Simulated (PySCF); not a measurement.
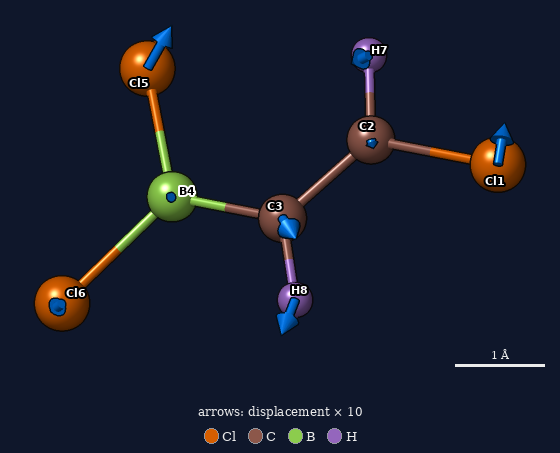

This is a relaxation of C₂H₂BCl₃. The starting structure is drawn; blue arrows show the displacements, 10 times their true length. The two geometries are superimposed by the best rigid fit.

A ball-and-stick model, seen at a tilt.

The start comes from GFN2-xTB. Its atoms were then displaced at random by about 0.01 Å.

All numbers below come from PySCF 2.14.0, density-fitted response routines, PBE0-D3(BJ)/def2-SVP geometry optimisation, gas phase. 

**Describe the change and its energy.**

The atom that moves furthest after the best rigid fit is Cl5 (0.059 Å). Largest moves by element: Cl 0.059 Å, H 0.052 Å, C 0.045 Å, B 0.008 Å. Some distances before and after: C3–B4 1.495 → 1.538 Å, B4–Cl5 1.727 → 1.758 Å, Cl1–C2 1.730 → 1.711 Å, C2–H7 1.080 → 1.094 Å. Among the angles between lasting bonds that change: C2–C3–H8 115.4° → 118.8°, C2–C3–B4 123.7° → 121.4°. After 7 geometry steps the energy has fallen by 6.25 kJ/mol.
